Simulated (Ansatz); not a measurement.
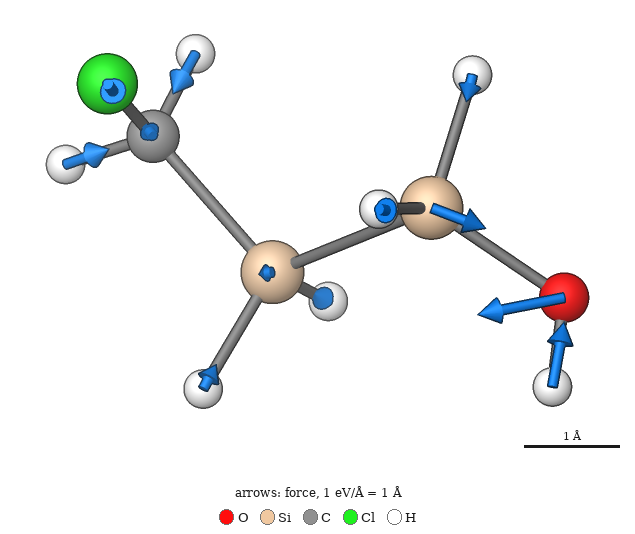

Starting geometry of CH$_{7}$ClOSi$_{2}$ with the computed forces as blue arrows. The picture is a ball-and-stick view, seen from a free direction.

The start comes from PBE-D4/def2-SVP.

All numbers below come from Ansatz 0.2.0, RKS PBE0-D4/def2-TZVP.

Input file:
```yaml
crystal:
  periodic: [false, false, false]
  atoms:
    - {symbol: O, position_ang: [-2.176160, -0.014150, 1.925548]}
    - {symbol: Si, position_ang: [-1.491997, 0.167360, 0.388572]}
    - {symbol: Si, position_ang: [0.806577, -0.384958, 0.379307]}
    - {symbol: C, position_ang: [1.600717, 0.384610, -1.181066]}
    - {symbol: Cl, position_ang: [0.576669, -0.048957, -2.613879]}
    - {symbol: H, position_ang: [-2.173315, -0.926140, 2.265745]}
    - {symbol: H, position_ang: [-2.217916, -0.651298, -0.650968]}
    - {symbol: H, position_ang: [-1.640580, 1.625202, 0.059158]}
    - {symbol: H, position_ang: [1.025012, -1.876301, 0.351635]}
    - {symbol: H, position_ang: [1.506294, 0.162313, 1.600718]}
    - {symbol: H, position_ang: [1.633781, 1.490723, -1.117050]}
    - {symbol: H, position_ang: [2.627919, 0.016295, -1.373820]}
basis:
  gaussian: {orbitals: def2-TZVP}
hamiltonian: {xc: pbe0, dispersion: d4}
relax: {f_tol: 0.005, max_steps: 150}
```

Launched with:
```bash
ansatz run in.yaml --threads 4 --pin off --events-out ev --progress --plain --max-ram 10444MiB
```

Is this structure relaxed? If not, where do the atoms go?

Answer. It isn't relaxed: the largest force vector, on O1, is 0.98 eV/Å. The final displacements follow the starting forces only in part (cosine between the two patterns 0.39). Cl5 moves most after the best rigid fit: 0.10 Å. Largest moves by element: Cl 0.10 Å, H 0.06 Å, O 0.04 Å, Si 0.02 Å. C stays in place. Near-neighbour distances that change, for instance: O1–Si2 1.692 → 1.655 Å, C4–Cl5 1.814 → 1.789 Å, Si3–C4 1.913 → 1.891 Å, Si2–H7 1.509 → 1.489 Å. Bond angles that change, for instance: Si2–O1–H6 114.6° → 117.6°. After 9 geometry steps the energy has fallen by 6.01 kJ/mol. The largest force component goes from 0.68 to 0.0017 eV/Å. The run took 46 s on 4 threads of Arm Neoverse V1 (shared host).
